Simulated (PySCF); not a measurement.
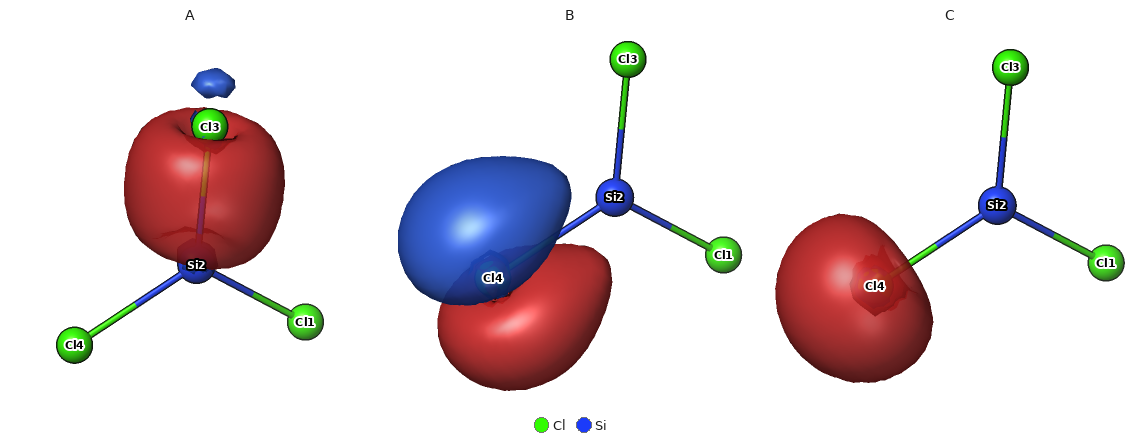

Cl3Si, charge +1, SMILES `Cl[Si+](Cl)Cl`. Intrinsic bond orbitals (IBO), occupied; each surface holds about 85 % of the orbital's density. Energies are diagonal elements of the Fock matrix.

Method: PBE0/def2-SVPD; geometry: GFN2-xTB; program: PySCF. No frequency check shows the geometry to be a minimum. GFN2-xTB bond lengths at metals and heavier atoms can be off by up to 0.1 Å and shapes distorted, which carries into these values.

Coordinates in Å:

```
Cl1     -0.3925    1.8994    0.0000
Si2      0.0001    0.0000    0.0000
Cl3     -1.4486   -1.2896    0.0000
Cl4      1.8411   -0.6098    0.0000
```

**What does each orbital represent in a Lewis picture?**

By panel:
- A: σ bond Cl3–Si2 (Cl3 66 %, Si2 33 %; −25.1 eV)
- B: lone pair on Cl4 (p-type) (Cl4 95 %, Si2 4 %; −16.4 eV)
- C: lone pair on Cl4 (s-type) (Cl4 99 %; −25.0 eV)

Cost of the run: 6.3 s on 1 thread of Intel(R) Xeon(R) Platinum 8488C (Sapphire Rapids), with other jobs on the host, peak memory 0.42 GiB.
